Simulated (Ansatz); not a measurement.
# Fields on a plane of NiSi (MnP type, space group Pnma)

```yaml
crystal:
  lattice:
    - [5.12299, 0.00000, 0.00000]
    - [0.00000, 3.34183, 0.00000]
    - [0.00000, 0.00000, 5.56815]
  atoms:
    - { symbol: Ni, position: [0.50763, 0.25000, 0.68873] }
    - { symbol: Ni, position: [0.00763, 0.25000, 0.81127] }
    - { symbol: Ni, position: [0.49237, 0.75000, 0.31127] }
    - { symbol: Ni, position: [0.99237, 0.75000, 0.18873] }
    - { symbol: Si, position: [0.67882, 0.25000, 0.08326] }
    - { symbol: Si, position: [0.17882, 0.25000, 0.41674] }
    - { symbol: Si, position: [0.32118, 0.75000, 0.91674] }
    - { symbol: Si, position: [0.82118, 0.75000, 0.58326] }
```

The slice is a (001) plane (indices of the conventional cell) through the point (0.492, 0.750, 0.311) (fractional), spanned by u = [010] and v = [100] in vectors of this cell: u (3.34 Å) and v (5.12 Å, at 90° to u). It covers one period; positions are fractions (u, v).

Atoms on it: Ni at (0.00, 0.00). Other atoms lie within 1 Å of the plane.

Computed with r2SCAN (plane waves to 500 eV, PAW, scalar-relativistic; Ansatz, a quantum-chemistry and plane-wave program). k mesh 9×14×9. Near the nuclei the fields are pseudised (PAW); where an atom keeps semicore shells as valence, they peak there. NiSi is run without spin polarisation. NiSi was relaxed with its symmetry unable to fall. The PAW data are Ansatz's earlier set.

```
|xxxxxx1100001122332211000011xxxx|
|xxxx22000011334444443311000022xx|
|11110000113355666666553311000011|
|00000011446677776677776644110000|
|00002244778888665566888877442200|
|22224466889977443344779988664422|
|22224477999977442244779999774422|
|00113366999988553355889999663311|
|00001144889999775577999988441100|
|00000022669999887788999966220000|
|11000011447788887788887744110000|
|11110000225566666666665522000011|
|00000000113344443344443311000000|
|00000000112222111111222211000000|
|00000000111111000000111111000000|
|11111122221111000000111122221111|
|33333333222211000000112222333333|
|33333333333322111111223333333333|
|00001122333333222222333333221100|
|00000000113333333333333311000000|
|11110000002233333333332200000011|
|xxxx22000011223333332211000022xx|
|xxxxxx1100001122222211000011xxxx|
|xxxxxx2200001122222211000022xxxx|
```
Scale: ten equal steps from 0.16 (start of '0') to 0.76 (end of '9'), in the order '0123456789'. Values: electron localisation function (ELF). The map has 16 points along u (two characters each, u = 0 at the left) and 24 along v (v = 0 in the bottom row). Points within 0.5 Å of a nucleus are blanked (x), as the pseudised field means little there.

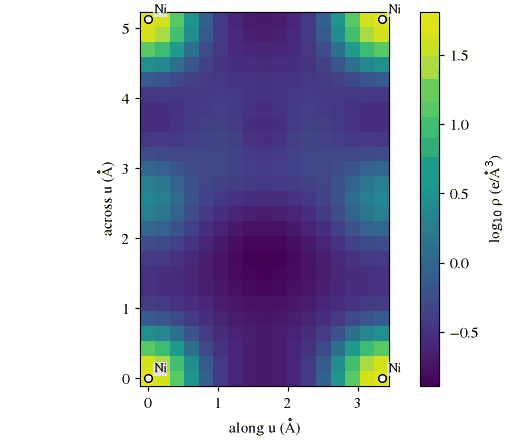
Figure: Log₁₀ of the valence density in e/Å³, one period of the plane, atoms marked. The scale is logarithmic, as a density can span decades between atoms and voids.
